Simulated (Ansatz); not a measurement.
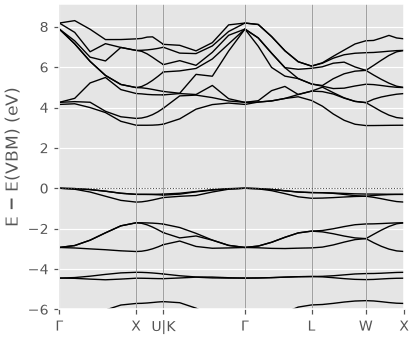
*Band structure from plane-wave PAW HSE06 (Ansatz code)*

**Question.** Read off the gap and where the band edges lie.

**Answer.** About 3.1 eV (3.11 eV among the points solved); maximum at Γ, minimum at W.

The material is Ba2H6Os in space group Fm-3m (No. 225; Ba on 8c, H on 24e, Os on 4a).

The first step of the workflow began from a Materials Project structure, measured or hypothetical; the Crystallography Open Database copy checked does not list it. Whether it is the stable phase at ambient conditions was not checked. The HSE06 relaxation kept the symmetry of its start; whether a distortion lowers the energy is not shown. No spin polarisation was allowed. The hybrid was solved on a coarse mesh, the path and, where they were found, the r²SCAN edge points; its band edges are the extreme levels among these. Spin–orbit coupling is left out wherever it is not named.

Potentials: the later of the program's two PAW sets.
